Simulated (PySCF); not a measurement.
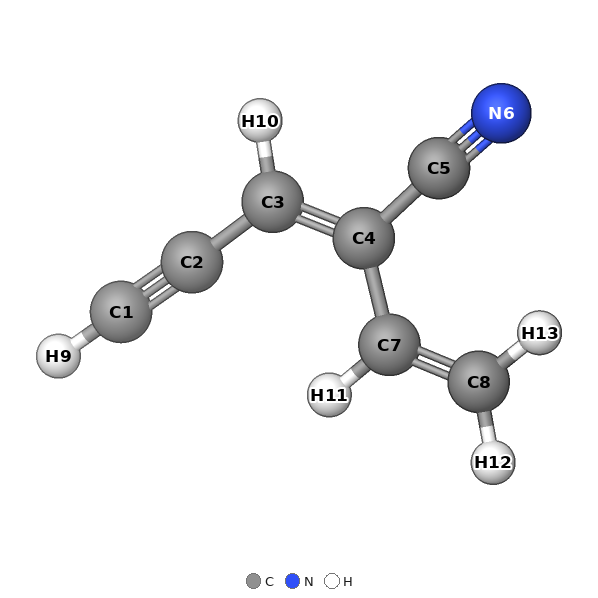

The computed structure is the end point of a PBE0-D3(BJ)/def2-SVP optimisation. No frequency run is at hand to confirm it as a minimum. Method: TDDFT B3LYP/def2-SVPD, vertical, gas phase, core orbitals frozen in the response (PySCF 2.14.0), and the same with a continuum solvent (IEF-PCM, Bondi radii x 1.2, gas-phase geometry).

How do dipole (D), HOMO–LUMO gap (eV), lowest singlet (eV) change in chloroform (ε = 4.7), dichloromethane (ε = 8.9)?

```csv
medium,dipole (D),HOMO–LUMO gap (eV),lowest singlet (eV)
gas phase,4.00,4.25,4.34
chloroform,4.93,4.24,4.13
dichloromethane,5.12,4.23,4.13
```
